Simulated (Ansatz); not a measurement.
# Alloy of Mg2Si and Mg2Ge (6 of 32 Si sites exchanged), 96 atoms, part 2 of 2

Ansatz 0.2.0, PAW. Earlier steps stand in the parts before.

## 3. r²SCAN single point

Contents of in.yaml:

```yaml
crystal:
  lattice:
    - [12.663875, 0.000000, 0.000000]
    - [0.000000, 12.663875, 0.000000]
    - [0.000000, 0.000000, 12.663875]
  atoms:
    - { symbol: Mg, position: [0.375828, 0.125627, 0.124911] }
    - { symbol: Mg, position: [0.375571, 0.125518, 0.624611] }
    - { symbol: Mg, position: [0.375454, 0.625222, 0.125075] }
    - { symbol: Mg, position: [0.375574, 0.625569, 0.624679] }
    - { symbol: Mg, position: [0.875333, 0.124851, 0.125085] }
    - { symbol: Mg, position: [0.875556, 0.125488, 0.624835] }
    - { symbol: Mg, position: [0.875649, 0.625272, 0.124601] }
    - { symbol: Mg, position: [0.875688, 0.625699, 0.624611] }
    - { symbol: Mg, position: [0.125442, 0.375233, 0.125215] }
    - { symbol: Mg, position: [0.125051, 0.374949, 0.624840] }
    - { symbol: Mg, position: [0.124860, 0.874632, 0.124672] }
    - { symbol: Mg, position: [0.125171, 0.874921, 0.624587] }
    - { symbol: Mg, position: [0.624999, 0.374872, 0.124652] }
    - { symbol: Mg, position: [0.625019, 0.374848, 0.624706] }
    - { symbol: Mg, position: [0.625669, 0.875305, 0.124932] }
    - { symbol: Mg, position: [0.625253, 0.875104, 0.624682] }
    - { symbol: Mg, position: [0.125143, 0.125371, 0.375189] }
    - { symbol: Mg, position: [0.125053, 0.125607, 0.875350] }
    - { symbol: Mg, position: [0.125521, 0.624922, 0.374824] }
    - { symbol: Mg, position: [0.125018, 0.625498, 0.875213] }
    - { symbol: Mg, position: [0.625542, 0.125114, 0.374904] }
    - { symbol: Mg, position: [0.624975, 0.125441, 0.875383] }
    - { symbol: Mg, position: [0.625134, 0.625396, 0.374992] }
    - { symbol: Mg, position: [0.625111, 0.625584, 0.875040] }
    - { symbol: Mg, position: [0.125109, 0.125022, 0.124546] }
    - { symbol: Mg, position: [0.124625, 0.125568, 0.624630] }
    - { symbol: Mg, position: [0.125437, 0.624780, 0.124835] }
    - { symbol: Mg, position: [0.125059, 0.625372, 0.624422] }
    - { symbol: Mg, position: [0.625303, 0.124997, 0.125177] }
    - { symbol: Mg, position: [0.624916, 0.125406, 0.624571] }
    - { symbol: Mg, position: [0.625088, 0.625401, 0.124428] }
    - { symbol: Mg, position: [0.624928, 0.625540, 0.624365] }
    - { symbol: Mg, position: [0.375252, 0.375344, 0.375023] }
    - { symbol: Mg, position: [0.375538, 0.374926, 0.875338] }
    - { symbol: Mg, position: [0.375683, 0.874961, 0.375253] }
    - { symbol: Mg, position: [0.375616, 0.874916, 0.875204] }
    - { symbol: Mg, position: [0.875848, 0.374708, 0.375047] }
    - { symbol: Mg, position: [0.875452, 0.374938, 0.875247] }
    - { symbol: Mg, position: [0.875255, 0.875067, 0.374774] }
    - { symbol: Mg, position: [0.875504, 0.874826, 0.875085] }
    - { symbol: Mg, position: [0.375286, 0.375462, 0.124964] }
    - { symbol: Mg, position: [0.375343, 0.374936, 0.624534] }
    - { symbol: Mg, position: [0.375516, 0.874916, 0.124573] }
    - { symbol: Mg, position: [0.375625, 0.874865, 0.624517] }
    - { symbol: Mg, position: [0.875557, 0.374564, 0.124488] }
    - { symbol: Mg, position: [0.875522, 0.374894, 0.624422] }
    - { symbol: Mg, position: [0.875186, 0.875079, 0.124783] }
    - { symbol: Mg, position: [0.875448, 0.874988, 0.624463] }
    - { symbol: Mg, position: [0.375599, 0.125452, 0.374987] }
    - { symbol: Mg, position: [0.375451, 0.125258, 0.875097] }
    - { symbol: Mg, position: [0.375349, 0.625013, 0.374657] }
    - { symbol: Mg, position: [0.375319, 0.625301, 0.874968] }
    - { symbol: Mg, position: [0.875276, 0.124976, 0.374717] }
    - { symbol: Mg, position: [0.875406, 0.125284, 0.875178] }
    - { symbol: Mg, position: [0.875548, 0.625228, 0.374976] }
    - { symbol: Mg, position: [0.875587, 0.625477, 0.874933] }
    - { symbol: Mg, position: [0.125373, 0.375128, 0.374773] }
    - { symbol: Mg, position: [0.125046, 0.374891, 0.875321] }
    - { symbol: Mg, position: [0.124881, 0.874598, 0.374934] }
    - { symbol: Mg, position: [0.124932, 0.874797, 0.874953] }
    - { symbol: Mg, position: [0.625129, 0.374875, 0.375172] }
    - { symbol: Mg, position: [0.624798, 0.374836, 0.875156] }
    - { symbol: Mg, position: [0.625336, 0.875215, 0.374805] }
    - { symbol: Mg, position: [0.625073, 0.874999, 0.875136] }
    - { symbol: Si, position: [0.000173, 0.000031, 0.999842] }
    - { symbol: Si, position: [0.000178, 0.000098, 0.499850] }
    - { symbol: Si, position: [0.000263, 0.500081, 0.999946] }
    - { symbol: Si, position: [0.000377, 0.500066, 0.499720] }
    - { symbol: Si, position: [0.500401, 0.000150, 0.000062] }
    - { symbol: Si, position: [0.500417, 0.000216, 0.499724] }
    - { symbol: Si, position: [0.500314, 0.500221, 0.999929] }
    - { symbol: Si, position: [0.500260, 0.500138, 0.499911] }
    - { symbol: Si, position: [0.250395, 0.250223, 0.000120] }
    - { symbol: Si, position: [0.250180, 0.250114, 0.499886] }
    - { symbol: Si, position: [0.250317, 0.749987, 0.999983] }
    - { symbol: Si, position: [0.250385, 0.750032, 0.499776] }
    - { symbol: Si, position: [0.750275, 0.249930, 0.000072] }
    - { symbol: Si, position: [0.750423, 0.250023, 0.499902] }
    - { symbol: Si, position: [0.750450, 0.750121, 0.999830] }
    - { symbol: Si, position: [0.750290, 0.750174, 0.499680] }
    - { symbol: Si, position: [0.250368, 0.500134, 0.249906] }
    - { symbol: Si, position: [0.750403, 0.000074, 0.249992] }
    - { symbol: Si, position: [0.000463, 0.250039, 0.249807] }
    - { symbol: Si, position: [0.000118, 0.250249, 0.750035] }
    - { symbol: Si, position: [0.000242, 0.749977, 0.249790] }
    - { symbol: Si, position: [0.000332, 0.750142, 0.749656] }
    - { symbol: Si, position: [0.500324, 0.250381, 0.250039] }
    - { symbol: Si, position: [0.500208, 0.250109, 0.749829] }
    - { symbol: Si, position: [0.500489, 0.750230, 0.249771] }
    - { symbol: Si, position: [0.500315, 0.750336, 0.749916] }
    - { symbol: Ge, position: [0.250315, 0.999970, 0.249839] }
    - { symbol: Ge, position: [0.250143, 0.000173, 0.749822] }
    - { symbol: Ge, position: [0.250162, 0.500154, 0.749934] }
    - { symbol: Ge, position: [0.750224, 0.000200, 0.749869] }
    - { symbol: Ge, position: [0.750360, 0.500006, 0.249764] }
    - { symbol: Ge, position: [0.750254, 0.500165, 0.749832] }
  symmetry: { detect: false }
kpoints:
  mp_grid: { grid: [1, 1, 1], shift: [0.25, 0.25, 0.25] }
hamiltonian:
  xc: r2scan
scf:
  occupations: { method: fermi_dirac, width: 0.01 }
output:
  forces: true
  eigenvalues: true
  populations: true
  eigenstates: { kpoints: [[0.25, 0.25, 0.25]], e_range: [-6.0, 6.0], localisation: true }
```

On the command line:

```bash
$ ansatz run in.yaml --threads 11 --pin off --max-ram 102600MiB --runs-dir r --events-out ev --progress --plain --backend cuda --devices 0, --max-vram 75GiB
```

Standard output:

```text
Pseudopotentials: kind: paw
Functional definition: r2SCAN
  parameter k0 = 0.174
  parameter k1 = 0.065
  parameter a1 = 4.9479
  exchange = r2scan_x(k0 = k0, k1 = k1, a1 = a1)
  correlation = r2scan_c
Crystal: 96 atoms, lattice volume = 2030.953 Å³
Basis set: ecut = 500 eV, 51627 PW (Γ), exchange–correlation on 384×384×384 points (64 copies of the dense FFT grid, shifted against one another)
Bands: 510, of which v1, the nominal top of the filled ones, is band 414 counted from 1 (413 counted from 0)
Symmetry: 1 space group operations
k-points: 1
Non-local potential: Mg, projectors of the file, l = 0: 3, l = 1: 2, l = 2: 1
Non-local potential: Si, projectors of the file, l = 0: 2, l = 1: 2, l = 2: 2
Non-local potential: Ge, projectors of the file, l = 0: 2, l = 1: 2, l = 2: 3, l = 3: 1
PAW form: soft (Blöchl's): semilocal exchange-correlation on the pseudo side does not see the compensation charge
PAW frozen core: Mg, regenerated for the run's functional (the file was generated under x = pbe(κ = 0.804, μ = 0.2195149727645171), c = pbe(β = 0.06672455060314922))
PAW frozen core: Si, regenerated for the run's functional (the file was generated under x = pbe(κ = 0.804, μ = 0.2195149727645171), c = pbe(β = 0.06672455060314922))
PAW frozen core: Ge, regenerated for the run's functional (the file was generated under x = pbe(κ = 0.804, μ = 0.2195149727645171), c = pbe(β = 0.06672455060314922))
PAW one-centre angular grid: Mg, 302 points (default); XC on 224 Gauss nodes
PAW one-centre angular grid: Si, 302 points (default); XC on 160 Gauss nodes
PAW one-centre angular grid: Ge, 590 points (default); XC on 160 Gauss nodes
Initial density: superposition of atomic densities (neutral atoms: chi_scale 0, normalization atom), corrected by the library's trained network
Initial wavefunctions: pseudopotential atomic-orbital guess
Functional: x = r2scan, c = r2scan; τ floored in thin density (d = 2e-4 eV/Å³)
SCF iter   1: F=—  HF=-165744.629531 eV  |F-HF|=—  |Δ(HF+E_count)|=         —  Δρ=7.02e-3  dr2=8.09e-1  dr2_τ=1.59e-1  ethr=1.77e-3  ⟨swp⟩=6.0  Hψ=1872  notcnv=0  defer=35
preconditioner: auto → Resta (q_TF=auto, 2.349 Å⁻¹)  ε∞=4.6  [insulator: Δε(μ)=0.752 eV  Ē_g=6.948 eV  σ=0.010 eV  W_gap=1.00  n_scr=460 (ndim 8)  ℏωp=13.2 eV  f_vac=0.016  D(μ)=0.00/eV (n_scr^D=0)  ε∞_Penn≈4.6]
SCF iter   2: F=—  HF=-165745.351710 eV  |F-HF|=—  |Δ(HF+E_count)|=   7.22e-1  Δρ=2.71e-3  dr2=1.29e-1  dr2_τ=2.25e-3  ethr=9.77e-5  ⟨swp⟩=3.0  Hψ=949  notcnv=0  defer=90
SCF iter   3: F=—  HF=-165745.344593 eV  |F-HF|=—  |Δ(HF+E_count)|=   7.12e-3  Δρ=8.66e-4  dr2=2.01e-2  dr2_τ=2.24e-4  ethr=1.56e-5  ⟨swp⟩=3.0  Hψ=840  notcnv=0  defer=90
SCF iter   4: F=—  HF=-165745.351587 eV  |F-HF|=—  |Δ(HF+E_count)|=   6.99e-3  Δρ=3.58e-4  dr2=4.19e-3  dr2_τ=2.54e-5  ethr=2.43e-6  ⟨swp⟩=2.0  Hψ=584  notcnv=0  defer=90
SCF iter   5: F=—  HF=-165745.354126 eV  |F-HF|=—  |Δ(HF+E_count)|=   2.54e-3  Δρ=9.87e-5  dr2=2.92e-4  dr2_τ=2.83e-6  ethr=5.05e-7  ⟨swp⟩=2.0  Hψ=584  notcnv=0  defer=90
SCF iter   6: F=—  HF=-165745.347642 eV  |F-HF|=—  |Δ(HF+E_count)|=   6.48e-3  Δρ=2.10e-5  dr2=1.72e-5  dr2_τ=1.42e-7  ethr=3.53e-8  ⟨swp⟩=2.0  Hψ=578  notcnv=0  defer=90
SCF iter   7: F=—  HF=-165745.351375 eV  |F-HF|=—  |Δ(HF+E_count)|=   3.73e-3  Δρ=7.04e-6  dr2=3.45e-6  dr2_τ=2.02e-8  ethr=2.07e-9  ⟨swp⟩=2.0  Hψ=578  notcnv=0  defer=90
SCF iter   8: F=—  HF=-165745.351375 eV  |F-HF|=—  |Δ(HF+E_count)|=   7.04e-8  Δρ=3.33e-6  dr2=4.46e-7  dr2_τ=1.58e-9  ethr=4.17e-10  ⟨swp⟩=2.0  Hψ=578  notcnv=0  defer=90
SCF iter   9: F=-165745.351375 eV  HF=-165745.351375 eV  |F-HF|=3.41e-9  |Δ(HF+E_count)|=   7.54e-8  Δρ=7.49e-7  dr2=1.13e-8  dr2_τ=1.54e-10  ethr=1.21e-11  ⟨swp⟩=18.0  Hψ=3402  notcnv=0
SCF 1 converged in 9 iterations: F = -165745.351375 eV  dr2 = 1.13e-8
NSCF: frozen V_eff on 1 k-points
SCF converged after 9 iterations
Free energy (F): -165745.351375 eV
Harris-Foulkes:  -165745.351375 eV  (|F-HF|=3.41e-9)
Internal energy: -165745.351375 eV  (E = F + TS)
E sigma→0 (E₀):  -165745.351375 eV
Fermi energy:    6.371767 eV
--- Per-component energies (eV) ---
  E_band       = -24358.300498
  E_kinetic    = 6523.245439
  E_local      = -125285.221756  (includes V_loc(G=0)·N_el)
  E_nonlocal   = 9299.713971
  E_hartree    = 46933.140679
  E_xc         = -3483.843728
  E_vxc        = -4202.561804  (∫ρ·V_xc dr)
  E_paw        = -44672.145482  (= ΣΔE_a)
  E_vpaw       = -4791.402385  (= ΣTr[D̂ρ^β])
  E_aug_tail   = 0.000141  (compensation charges beyond the density's cutoff)
  E_vtau       = 231.640183  (kinetic-family band-sum trace: ∫τ·v_τ [+ j·A + Jᵃ·Aᵃ] dr)
  E_ewald      = -55050.061465
  E_core_change = -10.179174  (= ΣΔE_core)
  E_smearing   = -0.000000  (= −TS)
  E_closure    = -0.000000  (closes the sum)
  Σ components = -165745.351375   (vs F -165745.351375, Δ=0.00e0)
--- Forces (eV/Å), atoms counted from 1 ---
  atom   1  Mg    -0.00968386    -0.00533153     0.00469482
  atom   2  Mg    -0.00692562    -0.00557157     0.00985362
  atom   3  Mg    -0.00493259    -0.00018869     0.00015476
  atom   4  Mg    -0.00338650    -0.01098654     0.01112996
  atom   5  Mg    -0.00099865     0.00663749     0.00215472
  atom   6  Mg    -0.00698403    -0.00710995     0.00404793
  atom   7  Mg    -0.00193476    -0.00040241     0.01243326
  atom   8  Mg    -0.00697157    -0.01488718     0.00477347
  atom   9  Mg     0.00805582     0.00254249    -0.00334294
  atom  10  Mg     0.00962144     0.01327059     0.00425628
  atom  11  Mg     0.01926872     0.01436372     0.00623932
  atom  12  Mg     0.00635139     0.01264798     0.00459008
  atom  13  Mg     0.01548237     0.01125792     0.01236693
  atom  14  Mg     0.01154835     0.01354272     0.00898974
  atom  15  Mg    -0.00017202     0.00461577     0.00770847
  atom  16  Mg     0.00541064     0.00696209     0.00597667
  atom  17  Mg     0.01014293    -0.00676867    -0.00462596
  atom  18  Mg     0.00852229    -0.00593579    -0.00818043
  atom  19  Mg     0.00390318     0.00654508    -0.00150496
  atom  20  Mg     0.01238287    -0.00812606    -0.00494081
  atom  21  Mg     0.00497093     0.00446005     0.00066182
  atom  22  Mg     0.01550902    -0.00240555    -0.00885126
  atom  23  Mg     0.01009724    -0.00192183    -0.00278916
  atom  24  Mg     0.00637269    -0.00570407    -0.00088072
  atom  25  Mg     0.00132344    -0.00095503     0.00610597
  atom  26  Mg     0.01286460    -0.01886661     0.00313990
  atom  27  Mg    -0.00337437    -0.00033579     0.00200553
  atom  28  Mg     0.00353229    -0.01724996     0.00593184
  atom  29  Mg     0.00384025    -0.00469222    -0.00475797
  atom  30  Mg     0.00843449    -0.01419303     0.00465927
  atom  31  Mg     0.00392833    -0.01291265     0.00840961
  atom  32  Mg     0.00496261    -0.01514799     0.00998778
  atom  33  Mg    -0.00038745     0.00332069    -0.00182344
  atom  34  Mg    -0.00383113     0.01251238    -0.00992791
  atom  35  Mg    -0.00448078     0.00778908    -0.01153458
  atom  36  Mg    -0.00532638     0.01092045    -0.00069200
  atom  37  Mg    -0.01112884     0.01562932    -0.00332792
  atom  38  Mg    -0.00223524     0.00984390    -0.00453037
  atom  39  Mg     0.00248369     0.01201184     0.00252177
  atom  40  Mg     0.00030730     0.01850317    -0.00594862
  atom  41  Mg    -0.01001563    -0.00941698     0.00056211
  atom  42  Mg    -0.00984549     0.00228087     0.00876391
  atom  43  Mg    -0.00934450    -0.00155336     0.00478237
  atom  44  Mg    -0.01228985     0.00576144     0.00452899
  atom  45  Mg    -0.01169126     0.00632408     0.00859252
  atom  46  Mg    -0.01120984     0.00468142     0.00934636
  atom  47  Mg    -0.00558148    -0.00161253     0.00420048
  atom  48  Mg    -0.01086214     0.00176102     0.00365331
  atom  49  Mg    -0.01407963    -0.01160862    -0.00564436
  atom  50  Mg    -0.00862742    -0.00531963    -0.00656336
  atom  51  Mg    -0.00825579    -0.00346282    -0.00141494
  atom  52  Mg    -0.00301568    -0.00973042    -0.00261426
  atom  53  Mg    -0.00601942    -0.00871665     0.00040042
  atom  54  Mg    -0.01183023    -0.01082859    -0.00958331
  atom  55  Mg    -0.01046580    -0.01065860    -0.00931960
  atom  56  Mg    -0.00949447    -0.01898205    -0.00697094
  atom  57  Mg     0.00248010    -0.00332738    -0.00217832
  atom  58  Mg     0.00035918     0.00379527    -0.01308889
  atom  59  Mg     0.00609423     0.00842004    -0.00521583
  atom  60  Mg     0.00471876     0.00257799    -0.00337337
  atom  61  Mg     0.00247300     0.00102518    -0.01152948
  atom  62  Mg     0.01069299     0.00010276    -0.01229696
  atom  63  Mg     0.00151513    -0.00251856    -0.00872935
  atom  64  Mg     0.00211276     0.00075566    -0.00988007
  atom  65  Si     0.00274402    -0.00057826     0.00450112
  atom  66  Si     0.00434518    -0.00028493    -0.00607826
  atom  67  Si     0.00691387     0.00071619    -0.00120537
  atom  68  Si     0.00311773     0.00466497     0.00321667
  atom  69  Si    -0.00303488     0.00184331    -0.00228953
  atom  70  Si    -0.00102799    -0.00069187     0.00422856
  atom  71  Si    -0.00720360     0.00175641    -0.00283915
  atom  72  Si    -0.00061102     0.00350005    -0.00600504
  atom  73  Si    -0.00095617    -0.00209588    -0.00265917
  atom  74  Si     0.00461689     0.00874956    -0.00463036
  atom  75  Si    -0.00256591     0.00376918    -0.00283986
  atom  76  Si    -0.00120931     0.00266477    -0.00334180
  atom  77  Si    -0.00489404     0.00234590    -0.00312446
  atom  78  Si    -0.00540953     0.00392251    -0.00714164
  atom  79  Si    -0.00700775     0.00503179     0.00173367
  atom  80  Si     0.00062220     0.00317361     0.00410331
  atom  81  Si     0.00235712     0.00143296     0.00074753
  atom  82  Si    -0.00350107     0.00112999    -0.00674835
  atom  83  Si    -0.00425880    -0.00507917     0.00141521
  atom  84  Si     0.00785407    -0.00115600    -0.00021237
  atom  85  Si     0.00342651    -0.00156421     0.00280693
  atom  86  Si    -0.00079082     0.00400894     0.00888038
  atom  87  Si     0.00227521    -0.01023591    -0.00170687
  atom  88  Si    -0.00061931     0.00354754     0.00699943
  atom  89  Si    -0.00525464    -0.00232837     0.00471619
  atom  90  Si     0.00008848    -0.00705694    -0.00441751
  atom  91  Ge    -0.00047970     0.00510094     0.00441329
  atom  92  Ge     0.00791525     0.00209339     0.00270640
  atom  93  Ge     0.00662194     0.00004336    -0.00286108
  atom  94  Ge     0.00259106     0.00008171     0.00453074
  atom  95  Ge    -0.00102637     0.00067154     0.00399125
  atom  96  Ge    -0.00015997     0.00332918    -0.00238848
  max |Σ_I F_I| component: 1.41e-4 eV/Å
--- Band table (eV) ---
  k-point 0: bands = [... 402 lower levels ..., "5.2110", "5.2136", "5.3020", "5.3040", "5.3056", "5.4216", "5.4229", "5.6540", "5.6578", "5.6603", "5.9301", "5.9314", "6.8058", "6.9015", "6.9016", "7.5267", "7.5356", "7.5427", "7.6971", "7.7016", "7.7089", "7.7562", "7.7775", "7.7783", ... 84 higher levels ...]
--- Löwdin populations: 96 sites ---
  site symbol       q [e]
     0     Mg      8.6523
     1     Mg      8.6521
     2     Mg      8.6590
     3     Mg      8.6524
     4     Mg      8.6590
     5     Mg      8.6521
     6     Mg      8.6517
     7     Mg      8.6524
     8     Mg      8.6591
     9     Mg      8.6524
    10     Mg      8.6523
    11     Mg      8.6522
    12     Mg      8.6520
    13     Mg      8.6524
    14     Mg      8.6591
    15     Mg      8.6525
    16     Mg      8.6520
    17     Mg      8.6526
    18     Mg      8.6591
    19     Mg      8.6524
    20     Mg      8.6591
    21     Mg      8.6522
    22     Mg      8.6522
    23     Mg      8.6520
    24     Mg      8.6520
    25     Mg      8.6522
    26     Mg      8.6590
    27     Mg      8.6521
    28     Mg      8.6593
    29     Mg      8.6521
    30     Mg      8.6520
    31     Mg      8.6522
    32     Mg      8.6590
    33     Mg      8.6524
    34     Mg      8.6520
    35     Mg      8.6525
    36     Mg      8.6522
    37     Mg      8.6520
    38     Mg      8.6588
    39     Mg      8.6522
    40     Mg      8.6589
    41     Mg      8.6523
    42     Mg      8.6517
    43     Mg      8.6524
    44     Mg      8.6519
    45     Mg      8.6519
    46     Mg      8.6591
    47     Mg      8.6522
    48     Mg      8.6526
    49     Mg      8.6527
    50     Mg      8.6593
    51     Mg      8.6525
    52     Mg      8.6590
    53     Mg      8.6521
    54     Mg      8.6522
    55     Mg      8.6525
    56     Mg      8.6590
    57     Mg      8.6521
    58     Mg      8.6524
    59     Mg      8.6523
    60     Mg      8.6519
    61     Mg      8.6527
    62     Mg      8.6586
    63     Mg      8.6522
    64     Si      6.3507
    65     Si      6.3506
    66     Si      6.3509
    67     Si      6.3506
    68     Si      6.3508
    69     Si      6.3508
    70     Si      6.3507
    71     Si      6.3508
    72     Si      6.3506
    73     Si      6.3506
    74     Si      6.3505
    75     Si      6.3508
    76     Si      6.3506
    77     Si      6.3508
    78     Si      6.3511
    79     Si      6.3508
    80     Si      6.3510
    81     Si      6.3509
    82     Si      6.3503
    83     Si      6.3515
    84     Si      6.3500
    85     Si      6.3517
    86     Si      6.3501
    87     Si      6.3513
    88     Si      6.3500
    89     Si      6.3514
    90     Ge     16.4364
    91     Ge     16.4351
    92     Ge     16.4368
    93     Ge     16.4370
    94     Ge     16.4365
    95     Ge     16.4349
  spilling = 0.012575 (of n_electrons = 828.000000)
```

Wall time 7.5 s (1 × NVIDIA H100 80GB HBM3 with 11 threads of AMD EPYC 7R13, shared host); peak host memory 4.7 GiB.

At the single k point (¼, ¼, ¼) the filled levels end at 5.931 eV and the empty ones begin at 6.806 eV, a spacing of 0.87 eV.

The states next to the gap (eigenstates.tsv), from the top filled level:

```tsv
level (eV)	spin	filling	atoms sharing it	main element	its share	largest atom
-0.28	both	2.00	60.1	Si	0.54	–
-0.27	both	2.00	67.0	Si	0.52	–
-0.27	both	2.00	60.1	Si	0.50	–
0.00	both	2.00	64.2	Si	0.54	–
0.00	both	2.00	64.1	Si	0.53	–
0.87	both	0.00	88.4	Mg	0.76	–
0.97	both	0.00	88.2	Mg	0.77	–
0.97	both	0.00	88.3	Mg	0.77	–
```

The largest force by r²SCAN is only 0.02 eV/Å (on Mg11), so the positions lie close to this level's own in this cell.

## 4. What came out

What follows sums up all 2 parts. Changes of volume or cell count from the first structure of part 1.

| level | time | top filled to lowest empty (eV) |
| --- | --- | --- |
| PBEsol, relaxation | 7.3 s (GPU) | 0.51 |
| r²SCAN | 7.5 s (GPU) | 0.87 |

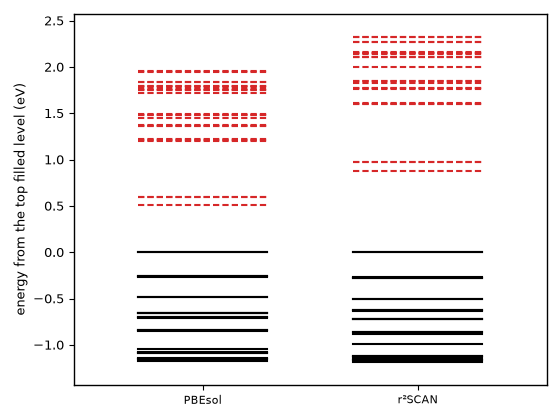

Levels near the gap by PBEsol, r²SCAN: filled black, empty red and dashed.

| quantity | value |
| --- | --- |
| relaxation | 4 recorded steps, 0.33 eV gained |
| largest shift | 0.08 Å (Mg48) |
| relaxed cell | a = 12.664 Å, b = 12.664 Å, c = 12.664 Å, α = 90.00°, β = 90.00°, γ = 90.00° |
| mean bonds | Ge–Mg 2.748, Mg–Mg 3.166, Mg–Si 2.740 Å |

**What this shows.** The relaxation lowers the energy by 0.33 eV; the largest shift is 0.08 Å (Mg48), while the volume changes by -0.0 %. The mean lengths of the listed bonds run from Mg–Si 2.74 Å to Mg–Mg 3.17 Å. Spin–orbit coupling is left out, which matters for the band edges of the heavier elements here. With one k point the spacing samples only the states that fold onto it, so it can exceed the gap over the zone.
